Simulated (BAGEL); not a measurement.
# C2H4Ge (SMILES C#[C][GeH3]): HF/def2-SVPD (density fitting with qzvpp-jkfit)

Aim: the energy change on altering one bond length of C2H4Ge at HF/def2-SVPD (density fitting with qzvpp-jkfit), from 2 runs. 

The calculation is run with BAGEL 1.2.2.

9 further runs of the same task are left out: 8 that didn't finish, 1 set aside as unsound or not needed. Runs told in other sessions of the task aren't counted.

## Step 1: Starting point

C2H4Ge: 7 atoms, total charge 0, spin state singlet. As SMILES, `C#[C][GeH3]`. The coordinates come from a PBE0-D4/def2-TZVP relaxation.

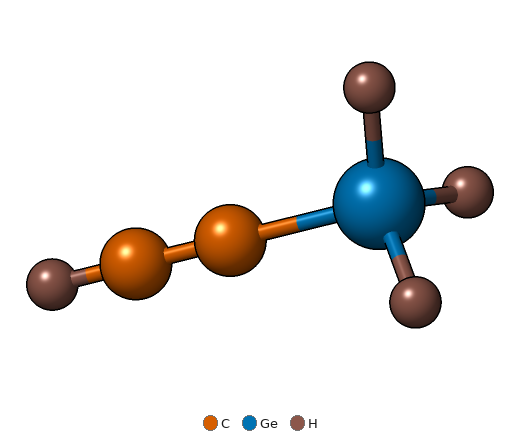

The structure, seen from a chosen angle (carbon orange, germanium blue, hydrogen brown).

## Step 2: A single-point energy at HF/def2-SVPD (density fitting with qzvpp-jkfit)

File input.json:

```json
{ "bagel": [

{
  "title": "molecule",
  "basis": "def2-svpd.json",
  "df_basis": "qzvpp-jkfit",
  "angstrom": "true",
  "geometry": [
    { "atom": "C", "xyz": [   -0.810400,   -1.833500,    0.129100 ] },
    { "atom": "C", "xyz": [   -0.318200,   -0.736700,    0.047700 ] },
    { "atom": "Ge", "xyz": [    0.458400,    0.991600,   -0.081000 ] },
    { "atom": "H", "xyz": [   -1.245800,   -2.803700,    0.201200 ] },
    { "atom": "H", "xyz": [    0.128400,    1.576300,   -1.459100 ] },
    { "atom": "H", "xyz": [   -0.127400,    1.876400,    1.025300 ] },
    { "atom": "H", "xyz": [    1.976100,    0.861500,    0.091000 ] }
  ]
},
{
  "title": "hf"
},
{
  "title": "print",
  "file": "orbitals.molden",
  "orbitals": "true"
}

]}
```

The basis set def2-SVPD is read from a file made from the Basis Set Exchange's data (not shown).

Command:

```
$ BAGEL_NUM_THREADS=1 BAGEL input.json > input.out
```

Log:

```text
* using 1 threads per process

  ===============================================================
  ===============================================================

  *** Geometry ***

  { "atom" : "C", "xyz" : [     -1.531434,     -3.464813,      0.243964 ] },
  { "atom" : "C", "xyz" : [     -0.601311,     -1.392161,      0.090140 ] },
  { "atom" : "Ge", "xyz" : [      0.866250,      1.873852,     -0.153068 ] },
  { "atom" : "H", "xyz" : [     -2.354221,     -5.298225,      0.380213 ] },
  { "atom" : "H", "xyz" : [      0.242641,      2.978775,     -2.757299 ] },
  { "atom" : "H", "xyz" : [     -0.240751,      3.545882,      1.937536 ] },
  { "atom" : "H", "xyz" : [      3.734288,      1.627999,      0.171965 ] },

  Number of auxiliary basis functions:      488

  Since a DF basis is specified, we compute 2- and 3-index integrals:
    o Being stored without compression. Storage requirement is 0.047 GB

  Number of basis functions:      110
  Number of electrons      :       48

    * METHOD: MOLECULE                             0.26

  *** RHF ***

  === Nuclear Repulsion ===
   150.4383953681

      * DIIS with orbital gradients will be used.

  === RHF iteration (def2-svpd.json) ===
      0      -2152.93085492          0.01218851           0.10
      1      -2153.02241905          0.00577616           0.10
      2      -2153.03946764          0.00138275           0.10
      3      -2153.04068483          0.00061382           0.10
      4      -2153.04089158          0.00008267           0.10
      5      -2153.04089573          0.00003408           0.10
      6      -2153.04089639          0.00000685           0.11
      7      -2153.04089643          0.00000113           0.11
      8      -2153.04089643          0.00000046           0.10
      9      -2153.04089643          0.00000013           0.10
     10      -2153.04089643          0.00000006           0.10
     11      -2153.04089643          0.00000002           0.10
     12      -2153.04089643          0.00000001           0.10
    * SCF iteration converged.

    * Permanent dipole moment:
           (    0.016340,     0.037004,    -0.002691) a.u.

    * METHOD: HF                                   1.60

    * METHOD: PRINT                                0.02

  ===============================================================
```

It took 2 s on 1 thread of Arm Neoverse V2, shared host; peak memory 0.15 GiB.

## Step 3: The distorted shape, same level

File hf.json:

```json
{ "bagel" : [

{
  "title" : "molecule",
  "basis" : "def2-svpd.json",
  "df_basis" : "qzvpp-jkfit",
  "angstrom" : true,
  "geometry" : [
    { "atom" : "C", "xyz" : [   -1.742326,   -3.907474,    0.283541 ] },
    { "atom" : "C", "xyz" : [   -1.250126,   -2.810674,    0.202141 ] },
    { "atom" : "Ge", "xyz" : [    0.458400,    0.991600,   -0.081000 ] },
    { "atom" : "H", "xyz" : [   -2.177726,   -4.877674,    0.355641 ] },
    { "atom" : "H", "xyz" : [    0.128400,    1.576300,   -1.459100 ] },
    { "atom" : "H", "xyz" : [   -0.127400,    1.876400,    1.025300 ] },
    { "atom" : "H", "xyz" : [    1.976100,    0.861500,    0.091000 ] }
  ]
},
{
  "title" : "hf"
},
{
  "title" : "print",
  "file" : "orbitals.molden",
  "orbitals" : true
}

]}
```

The basis set def2-SVPD is read from a file made from the Basis Set Exchange's data (not shown).

Command:

```
$ BAGEL_NUM_THREADS=1 BAGEL hf.json > hf.out
```

Log:

```text
* using 1 threads per process

  ===============================================================
  ===============================================================

  *** Geometry ***

  { "atom" : "C", "xyz" : [     -3.292519,     -7.384056,      0.535815 ] },
  { "atom" : "C", "xyz" : [     -2.362396,     -5.311404,      0.381991 ] },
  { "atom" : "Ge", "xyz" : [      0.866250,      1.873852,     -0.153068 ] },
  { "atom" : "H", "xyz" : [     -4.115306,     -9.217468,      0.672064 ] },
  { "atom" : "H", "xyz" : [      0.242641,      2.978775,     -2.757299 ] },
  { "atom" : "H", "xyz" : [     -0.240751,      3.545882,      1.937536 ] },
  { "atom" : "H", "xyz" : [      3.734288,      1.627999,      0.171965 ] },

  Number of auxiliary basis functions:      488

  Since a DF basis is specified, we compute 2- and 3-index integrals:
    o Being stored without compression. Storage requirement is 0.047 GB

  Number of basis functions:      110
  Number of electrons      :       48

    * METHOD: MOLECULE                             0.24

  *** RHF ***

  === Nuclear Repulsion ===
   103.5223933758

      * DIIS with orbital gradients will be used.

  === RHF iteration (def2-svpd.json) ===
      0      -2152.59903407          0.01417360           0.10
      1      -2152.08401023          0.02193190           0.10
      2      -2152.74773441          0.00678311           0.10
      3      -2152.78028359          0.00376050           0.10
      4      -2152.79363673          0.00229659           0.10
      5      -2152.80207494          0.00105468           0.10
      6      -2152.80607198          0.00074813           0.10
      7      -2152.80641781          0.00022896           0.10
      8      -2152.80657412          0.00005332           0.10
      9      -2152.80657726          0.00002415           0.10
     10      -2152.80657776          0.00001175           0.10
     11      -2152.80657793          0.00000391           0.10
     12      -2152.80657794          0.00000165           0.10
     13      -2152.80657795          0.00000064           0.10
     14      -2152.80657795          0.00000032           0.10
     15      -2152.80657795          0.00000015           0.10
     16      -2152.80657795          0.00000009           0.10
     17      -2152.80657795          0.00000004           0.10
     18      -2152.80657795          0.00000001           0.10
     19      -2152.80657795          0.00000001           0.10
    * SCF iteration converged.

    * Permanent dipole moment:
           (   -1.865461,    -4.151113,     0.309154) a.u.

    * METHOD: HF                                   2.29

    * METHOD: PRINT                                0.02

  ===============================================================
```

Wall time 2.7 s (1 thread of Arm Neoverse V2, shared host); peak memory 0.15 GiB.

## Step 4: Results

At HF/def2-SVPD (density fitting with qzvpp-jkfit):

| quantity | value |
| --- | --- |
| first shape: total energy | -2153.04090 Eh |
| first shape: dipole moment | 0.10 D |
| first shape: HOMO energy | -10.94 eV |
| first shape: LUMO energy | 2.06 eV |
| first shape: HOMO–LUMO gap | 13.00 eV |
| distorted shape: total energy | -2152.80658 Eh |
| distorted shape: dipole moment | 11.59 D |
| distorted shape: HOMO energy | -8.36 eV |
| distorted shape: LUMO energy | -2.84 eV |
| distorted shape: HOMO–LUMO gap | 5.53 eV |
| energy change with the C2–Ge3 bond stretched from 1.899 to 4.178 Å | 6.376 eV |

In words: One bond (distorted shape) is far stretched, which a spin-restricted single reference describes badly; a broken-symmetry solution may lie lower. With the C2–Ge3 bond stretched from 1.899 to 4.178 Å the energy rises by 6.38 eV (615 kJ/mol). The first shape isn't relaxed at this level, so the change isn't measured from a minimum. A restricted reference can't describe the breaking bond well at this length.
